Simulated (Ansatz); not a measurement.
# Lattice dynamics of TiSi (model cell, started as wurtzite), part 2 of 3

How does TiSi (model cell, started as wurtzite) vibrate, and is this structure a minimum?

Ansatz 0.2.0; DFT LDA, scalar-relativistic, plane waves, PAW.

So far: The starting structure; Bringing the structure to rest, k-mesh 12×12×6.

The structure was built from a prototype and need not be the compound's stable phase.

### 3. Bringing the structure to rest, k-mesh 12×12×8

The relaxation is repeated from its end, on the mesh and smearing that suit the cell and gap now reached.

Contents of input.yaml:

```yaml
crystal:
  lattice:
    - [4.30391044, 0.0, 0.0]
    - [-2.15195522, 3.7272957767, 0.0]
    - [0.0, 0.0, 4.8615047799]
  atoms:
    - { symbol: Ti, position: [0.3333333333, 0.6666666667, -0.062500312] }
    - { symbol: Ti, position: [0.6666666667, 0.3333333333, 0.437499688] }
    - { symbol: Si, position: [0.3333333333, 0.6666666667, 0.437500312] }
    - { symbol: Si, position: [0.6666666667, 0.3333333333, 0.937500312] }
kpoints:
  mp_grid: { grid: [12, 12, 8] }
hamiltonian:
  xc: lda
scf:
  occupations: { method: gaussian, width: 0.1 }
output:
  forces: true
  stress: true
  eigenvalues: true
  write_density: true
  write_potential: true
  elf: true
  volumetric_format: npy
relax:
  adjacent_minimum: "off"
  f_tol: 0.005
  max_steps: 80
  cell: { stress_tol: 0.05 }
```

Run with:

```sh
> ansatz run input.yaml --threads 4 --pin off --max-ram 7168MiB --backend cpu --events-out ev --progress --plain --runs-dir out
```

Numbers of over 12 decimals in the logs are rounded to 6 here.

What it wrote:

```text
[...]
Crystal: 4 atoms, lattice volume = 77.988 Å³
Basis set: ecut = 420 eV, 1511 PW (Γ)
Bands: 20, of which v1, the nominal top of the filled ones, is band 16 counted from 1 (15 counted from 0)
Symmetry: 24 space group operations
[...]
k-points: 95 of 1152
[...]
--- Relaxed structure (1 steps of the walk, 1 accepted, 1 SCFs on fresh bases) ---
[...]
cell:  # Å, volume = 77.9880 Å³
    - [4.303910, 0.0, 0.0]
    - [-2.151955, 3.727296, 0.0]
    - [0.0, 0.0, 4.8615047799]
  atoms:
    - { symbol: Ti, position: [0.333333, 0.666667, -0.062500] }
    - { symbol: Ti, position: [0.666667, 0.333333, 0.437500] }
    - { symbol: Si, position: [0.333333, 0.666667, 0.437500] }
    - { symbol: Si, position: [0.666667, 0.333333, 0.9375] }
[key lines of the parts left out:]
SCF converged after 6 iterations
Free energy (F): -6118.162665 eV
Fermi energy:    8.031142 eV
P = ⅓ Tr σ = 0.0397 GPa (0.397 kbar)
```

Wall time 6.7 s (4 threads of Arm Neoverse V1, shared host); peak memory 0.46 GiB; 22 s of CPU time.

Little changed from the start: no atom moved by 0.005 Å and no cell edge by 0.1 %.

This step gave:

```yaml
pressure: 0.03972 GPa
```

In this step the volume went from 19.50 to 19.50 Å³/atom.

### 4. Relaxing to small forces for the phonons

Phonons need a cell at rest on their own settings, so the relaxation is repeated with tight tolerances on forces and stress, using the mesh and the filling of the phonon run that follows.

Contents of input.yaml:

```yaml
crystal:
  lattice:
    - [4.30391044, 0.0, 0.0]
    - [-2.15195522, 3.7272957767, 0.0]
    - [0.0, 0.0, 4.8615047799]
  atoms:
    - { symbol: Ti, position: [0.3333333333, 0.6666666667, -0.0625] }
    - { symbol: Ti, position: [0.6666666667, 0.3333333333, 0.4375] }
    - { symbol: Si, position: [0.3333333333, 0.6666666667, 0.4375] }
    - { symbol: Si, position: [0.6666666667, 0.3333333333, 0.9375] }
kpoints:
  mp_grid: { grid: [12, 12, 8] }
hamiltonian:
  xc: lda
scf:
  occupations: { method: methfessel_paxton, width: 0.15 }
output:
  forces: true
  stress: true
  eigenvalues: true
relax:
  adjacent_minimum: "off"
  f_tol: 0.001
  max_steps: 60
  cell: { stress_tol: 0.01 }
```

What it wrote:

```text
[...]
Crystal: 4 atoms, lattice volume = 77.988 Å³
Basis set: ecut = 420 eV, 1511 PW (Γ)
Bands: 20, of which v1, the nominal top of the filled ones, is band 16 counted from 1 (15 counted from 0)
Symmetry: 24 space group operations
[...]
k-points: 95 of 1152
[...]
--- Relaxed structure (2 steps of the walk, 2 accepted, 1 SCFs on fresh bases) ---
[...]
cell:  # Å, volume = 78.0094 Å³
    - [4.304302, 0.0, 0]
    - [-2.152151, 3.727635, 0]
    - [0, 0, 4.861954]
  atoms:
    - { symbol: Ti, position: [0.333333, 0.666667, -0.0625] }
    - { symbol: Ti, position: [0.666667, 0.333333, 0.4375] }
    - { symbol: Si, position: [0.333333, 0.666667, 0.4375] }
    - { symbol: Si, position: [0.666667, 0.333333, 0.9375] }
[key lines of the parts left out:]
SCF converged after 6 iterations
Free energy (F): -6118.160480 eV
Fermi energy:    8.030721 eV
P = ⅓ Tr σ = 0.0034 GPa (0.034 kbar)
```

Elapsed: 8.5 s, on 4 threads; peak memory 0.46 GiB.

Little changed from the start: no atom moved by 0.005 Å and no cell edge by 0.1 %.

Numbers from this step:

| Item | Value |
| --- | --- |
| pressure | 0.003427 GPa |

The forces vanish by symmetry and the pressure is 0.003 GPa, within the tolerances set. The cell now holds 19.50 Å³/atom. Within 0.01 Å the structure now has space group P6_3/mmc, not the P6_3mc of the start.

### 5. Linear response at the zone centre

The zone centre comes first: it holds the modes that light can see, as far as symmetry allows. No field response is asked, since the mesh shows no gap.

input.yaml, the sections that differ from step 4:

```yaml
crystal:
  lattice:
    - [4.3043016265, 0.0, 0.0]
    - [-2.1521508133, 3.7276345541, 0.0]
    - [0.0, 0.0, 4.861953728]
  atoms:
    - { symbol: Ti, position: [0.3333333333, 0.6666666667, -0.0625] }
    - { symbol: Ti, position: [0.6666666667, 0.3333333333, 0.4375] }
    - { symbol: Si, position: [0.3333333333, 0.6666666667, 0.4375] }
    - { symbol: Si, position: [0.6666666667, 0.3333333333, 0.9375] }
output:
  eigenvalues: true
phonons:
  method: dfpt
# kpoints, hamiltonian, scf: as in step 4
# relax: removed
```

What it wrote:

```text
zone centre: on kpoints.mp_grid the ground state, and the responses unless they are solved on pairs of k-points, stand on 215 of the mesh's 1152 k-points, reduced under 4 symmetry operations, with k and −k counted as one. Each operation leaves every solved displacement unchanged or reverses it
[...]
Crystal: 4 atoms, lattice volume = 78.009 Å³
Basis set: ecut = 420 eV, 1511 PW (Γ), exchange–correlation on 60×60×80 points (8 copies of the dense FFT grid, shifted against one another)
Bands: 20, of which v1, the nominal top of the filled ones, is band 16 counted from 1 (15 counted from 0)
Symmetry: 24 space group operations
k-points: 215 of 1152 (irreducible under 4 space group operations, time reversal used)
[...]
SCF iter   1: F=—  HF=-6118.170482 eV  |F-HF|=—  |Δ(HF+E_count)|=         —  Δρ=6.95e-3  dr2=2.70e-2  ethr=1.77e-3  ⟨swp⟩=5.0  Hψ=19859  notcnv=0
[...]
SCF iter  10: F=-6118.160480 eV  HF=-6118.160480 eV  |F-HF|=1.82e-12  |Δ(HF+E_count)|=  1.82e-12  S|Δr|=    0.00e0  Δρ=3.84e-8  dr2=1.26e-12  ethr=1.00e-12  ⟨swp⟩=5.4  Hψ=17502  notcnv=0
SCF 1 converged in 10 iterations: F = -6118.160480 eV  dr2 = 1.26e-12
[...]
DFPT response loops at Γ: preconditioner auto → Kerker (q_TF=auto, 2.352 Å⁻¹) (partly filled bands, converged f_vac=0.000); β = 1.00, the filter's whole step (`scf.mixing.beta` (0.50) is not read by the response loops under this deck's `scf.mixing.preconditioner`; to damp them name `kerker` or `kerker_dos`, under which they read `scf.mixing.beta`, and type it under 1.00, their step now; both keys bind the ground state too); Broyden in place of MSR1
SCF converged after 10 iterations
[...]
Free energy (F): -6118.160480 eV
[...]
Internal energy: -6118.162386 eV  (E = F + TS)
E sigma→0 (E₀):  -6118.160956 eV
Entropy (-TS):   0.001906 eV (0.477 meV/atom)
Fermi energy:    8.030720 eV
[...]
--- Band table (eV; the first three rows and the last of 215) ---
  k-point 0: bands = [... 12 lower, 6.4683, 6.9118, 6.9118, 8.2370, 8.2370, 8.8832, 10.0456, 10.0456]
  k-point 1: bands = [... 12 lower, 6.4352, 6.7906, 6.7906, 8.4405, 8.4405, 8.6399, 10.1019, 10.1019]
  k-point 2: bands = [... 12 lower, 6.3623, 6.5710, 6.5710, 7.9931, 8.8924, 8.8924, 10.1900, 10.1900]
  k-point 214: bands = [... 12 lower, 6.2594, 6.2594, 7.3123, 7.3123, 8.7772, 8.7772, 9.8272, 9.8272]
--- Phonons (Γ-DFPT): 4 representative perturbations + reference, on 215 of 1152 k-points (Σ response iterations 12) ---
  k mesh reduced under 4 symmetry operations, with k and −k counted as one. Each operation leaves every solved displacement unchanged or reverses it
  ASR residual: 1.805e-5 → 0.000e0 eV/Å²; symmetrization residual: 4.343e-6 eV/Å²
  ASR residual per site (eV/Å²): 1.81e-5 1.81e-5 6.20e-6 6.20e-6
  Γ frequencies (cm⁻¹): 0.00 0.00 0.00 118.43 167.98 167.98 343.94 343.94 368.09 368.09 440.28 451.15
  non-analytic LO–TO correction: not included (Born effective charges unavailable; polar crystals: no LO–TO splitting at Γ)
```

It took 47 s on 4 threads; peak memory 1.5 GiB.

This step gave:

- sum-rule residual before enforcement: 1.81e-5 eV/Å²
- point group: 6/mmm
- highest optical mode at the zone centre (no LO-TO term): 451.1 cm⁻¹
- lowest optical zone-centre mode: 118.4 cm⁻¹

Patterns of degenerate modes are one choice out of their space. The modes at Γ (shares of kinetic energy by element, %):

```tsv
mode	frequency (cm⁻¹)	symmetry	Ti %	Si %
1	0.0	acoustic	63	37
2	0.0	acoustic	63	37
3	0.0	acoustic	63	37
4	118.4	B1g	64	36
5	168.0	E2g	65	35
6	168.0	E2g	65	35
7	343.9	E2g	35	65
8	343.9	E2g	35	65
9	368.1	E1u	37	63
10	368.1	E1u	37	63
11	440.3	A2u	37	63
12	451.1	B1g	36	64
```

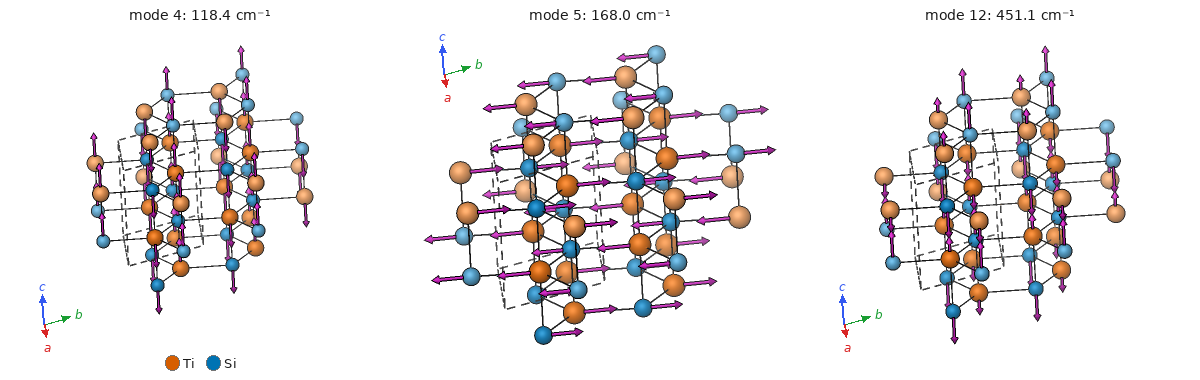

Displacement patterns of modes 4, 5 and 12 at Γ; arrows are exaggerated. 2×2×1 cells are drawn. Some periodic images of atoms are drawn too.

Before it was imposed, the acoustic sum rule was missed by 1.8e-5 eV/Å². Small misses are needed for a sound result but don't prove that mesh and cutoff are converged. The lowest optical mode is real, 118 cm⁻¹.

### 6. The dispersion

Stability and thermal properties need the whole zone. Linear response on a 2×2×2 q mesh gives force constants as far as a supercell of that size would.

input.yaml, as its differences from that of step 5:

```diff
@@ -20 +20,9 @@
   method: dfpt
+  qmesh: [2, 2, 2]
+  temperatures: { t_max: 1000, t_step: 50 }
+  qpath:
+    path:
+      - [[0.0, 0.0, 0.0], [0.5, 0.0, 0.0], [0.33333333, 0.33333333, 0.0], [0.0, 0.0, 0.0], [0.0, 0.0, 0.5], [0.5, 0.0, 0.5], [0.33333333, 0.33333333, 0.5], [0.0, 0.0, 0.5]]
+      - [[0.5, 0.0, 0.5], [0.5, 0.0, 0.0]]
+      - [[0.33333333, 0.33333333, 0.5], [0.33333333, 0.33333333, 0.0]]
+    npoints: 10
```

What it wrote:

```text
Warning: phonons: the dynamical matrix that this run interpolates holds no multipole term above the dipole-dipole one, and a site of this crystal is no centre of inversion, so its interpolated transverse optical and acoustic branches and sound speeds can stay off near Gamma, and the density of states and the thermodynamics with them. What a run solves at a wave vector of phonons.qpoints, Gamma apart, where the deck admits one, is free of this, and under fd what a larger phonons.supercell samples
[...]
Crystal: 4 atoms, lattice volume = 78.009 Å³
Basis set: ecut = 420 eV, 1511 PW (Γ), exchange–correlation on 60×60×80 points (8 copies of the dense FFT grid, shifted against one another)
Bands: 20, of which v1, the nominal top of the filled ones, is band 16 counted from 1 (15 counted from 0)
Symmetry: 24 space group operations
k-points: 95 of 1152
[...]
SCF iter   1: F=—  HF=-6118.170470 eV  |F-HF|=—  |Δ(HF+E_count)|=         —  Δρ=6.95e-3  dr2=2.70e-2  ethr=1.77e-3  ⟨swp⟩=5.1  Hψ=8776  notcnv=0
[...]
SCF iter  10: F=-6118.160480 eV  HF=-6118.160480 eV  |F-HF|=9.09e-13  |Δ(HF+E_count)|=  4.55e-12  S|Δr|=    0.00e0  Δρ=3.87e-8  dr2=1.28e-12  ethr=1.00e-12  ⟨swp⟩=5.4  Hψ=7783  notcnv=0
SCF 1 converged in 10 iterations: F = -6118.160480 eV  dr2 = 1.28e-12
[...]
SCF iter   1: F=—  HF=-6118.160481 eV  |F-HF|=—  |Δ(HF+E_count)|=         —  Δρ=2.36e-7  dr2=3.98e-11  ethr=2.91e-8  ⟨swp⟩=4.0  Hψ=14663  notcnv=0
eigensolver tolerance schedule: the retry pair's looser diagonalisation over-reported the residual by 233504.98 of it (diagonalisation noise at an unbounded share of the residual, at the tolerance the schedule requests for it); recorded, not acted on — ethr = c·dr2/N_el stays at c = 1.0e-1
[...]
SCF iter   2: F=—  HF=-6118.160480 eV  |F-HF|=—  |Δ(HF+E_count)|=   1.45e-6  S|Δr|=    0.00e0  Δρ=1.38e-7  dr2=1.42e-11  ethr=1.00e-12  ⟨swp⟩=3.1  Hψ=4410  notcnv=0
SCF iter   3: F=-6118.160480 eV  HF=-6118.160480 eV  |F-HF|=2.73e-12  |Δ(HF+E_count)|=  2.73e-12  S|Δr|=    0.00e0  Δρ=7.78e-8  dr2=4.18e-12  ethr=1.00e-12  ⟨swp⟩=2.3  Hψ=4006  notcnv=0
SCF 2 converged in 3 iterations: F = -6118.160480 eV  dr2 = 4.18e-12
phonons: the bands overlap, so this run is a metal and interpolates without the dipole-dipole term. If the crystal is really an insulator or semiconductor, its LO-TO splitting is missing
NSCF: frozen V_eff on 95 k-points
[...]
DFPT response loops at q = (0, 0, 0) (fractional): preconditioner auto → Kerker (q_TF=auto, 2.352 Å⁻¹) (partly filled bands, converged f_vac=0.000); β = 1.00, the filter's whole step (`scf.mixing.beta` (0.50) is not read by the response loops under this deck's `scf.mixing.preconditioner`; to damp them name `kerker` or `kerker_dos`, under which they read `scf.mixing.beta`, and type it under 1.00, their step now; both keys bind the ground state too); Broyden in place of MSR1
[...]
SCF converged after 10 iterations
[...]
Free energy (F): -6118.160480 eV
[...]
Internal energy: -6118.162386 eV  (E = F + TS)
E sigma→0 (E₀):  -6118.160956 eV
Entropy (-TS):   0.001906 eV (0.477 meV/atom)
Fermi energy:    8.030720 eV
[...]
--- Band table (eV; the first three rows and the last of 95) ---
  k-point 0: bands = [... 12 lower, 6.4683, 6.9118, 6.9118, 8.2370, 8.2370, 8.8832, 10.0456, 10.0456]
  k-point 1: bands = [... 12 lower, 6.4352, 6.7906, 6.7906, 8.4405, 8.4405, 8.6399, 10.1019, 10.1019]
  k-point 2: bands = [... 12 lower, 6.3623, 6.5710, 6.5710, 7.9931, 8.8924, 8.8924, 10.1900, 10.1900]
  k-point 94: bands = [... 12 lower, 6.0292, 6.0292, 7.4649, 7.4649, 8.5281, 8.5281, 10.0060, 10.0060]
--- Phonons (Γ-DFPT): 4 representative perturbations + reference (Σ response iterations 12) ---
  ASR residual: 2.269e-5 → 0.000e0 eV/Å²; symmetrization residual: 4.315e-6 eV/Å²
  ASR residual per site (eV/Å²): 2.27e-5 2.27e-5 6.48e-6 6.48e-6
[...]
--- Phonons (arbitrary-q DFPT): 4 irreducible q on the 2×2×2 mesh ---
  q = [0.0000, 0.0000, 0.0000] (star 1, of the zone-centre solve; hermiticity 6.38e-7, symmetrization 2.45e-11): -0.00 0.00 0.00 118.43 167.98 167.98 343.94 343.94 368.09 368.09 440.28 451.15
  q = [0.0000, 0.0000, -0.5000] (star 1, 4 solved perturbations in 620 linear systems a pass and spin channel, the states on 215 of 1152 k-point pairs; hermiticity 4.91e-7, symmetrization 7.99e-10): 96.88 96.88 96.88 96.88 292.57 292.57 356.39 356.39 356.39 356.39 361.34 361.34
  q = [0.0000, -0.5000, 0.0000] (star 3, 6 solved perturbations on 215 of 1152 k-point pairs; hermiticity 3.32e-7, symmetrization 5.61e-11): -21.42 76.52 106.43 157.28 205.38 221.27 320.61 326.67 353.21 384.70 447.25 455.81
[...]
sum rule: each row above includes the acoustic sum rule's correction from the zone centre's row sums; it moved no ω² by more than (0.36 cm⁻¹)²
  mesh force constants: q→R imaginary residual 2.79e-17; ASR residual 2.269e-5 → 0.000e0 eV/Å²; symmetrization residual 7.105e-15 eV/Å²
  interpolated dispersion: 93 rows × 12 modes
  density of states and harmonic sums: on the 18×18×14 q-mesh, interpolated from the force constants of a 2×2×2 supercell (no non-analytic term)
  largest difference from the sums on the solved wave vectors: F 1.53e-1 eV, S 2.11e-4 and C_V 5.75e-5 eV/K
  zero-point energy: 0.196112 eV/cell   skipped modes (ω ≤ 0): 35, of them read as no rigid motion or as one in doubt: 32 (8.267e-2 modes/cell left out, lowest -21.42 cm⁻¹)   left out of the sums: 6.94e-3 of the cell's modes: C_V's classical limit lies that fraction below 3 k_B per atom; for a crystal, a wire or a layer, F and S can be off by more, and a phonons.interpolated_qmesh denser along its periods is the remedy for the sampling
```

The job ended after 3 min (4 threads; peak memory 1.1 GiB; 11 min of CPU time).

This step gave:

```
sum-rule residual before enforcement                    : 2.27e-5 eV/Å²
lowest frequency on the path                            : -21.42 cm⁻¹
highest frequency on the path or at a solved wavevector : 455.8 cm⁻¹
lowest mode on the q mesh (acoustic modes at Γ apart)   : -21.42 cm⁻¹
```

Frequencies (cm⁻¹) solved at each irreducible wavevector; negative means imaginary. Frequencies by wavevector, by row:

```tsv
q in reciprocal lattice units	star	mode 1	mode 2	mode 3	mode 4	mode 10	mode 11	mode 12
0 0 0	1	0	0	0	118.4	368.1	440.3	451.1
0 0 -0.5	1	96.9	96.9	96.9	96.9	356.4	361.3	361.3
0 -0.5 0	3	-21.4	76.5	106.4	157.3	384.7	447.2	455.8
0 -0.5 -0.5	3	89.2	89.2	204.7	204.7	366.9	369.6	369.6
```

[end of part 2 of 3]

[Logs are printed without paths, hosts, clocks, repeated set-up lines and the standing remarks that a program may print on its own settings, such as how far it seeks lower states.]

[Hosts, paths, dates, database ids (printed as entryN), source tags and the programs' standing remarks are cut or masked in the printed files.]
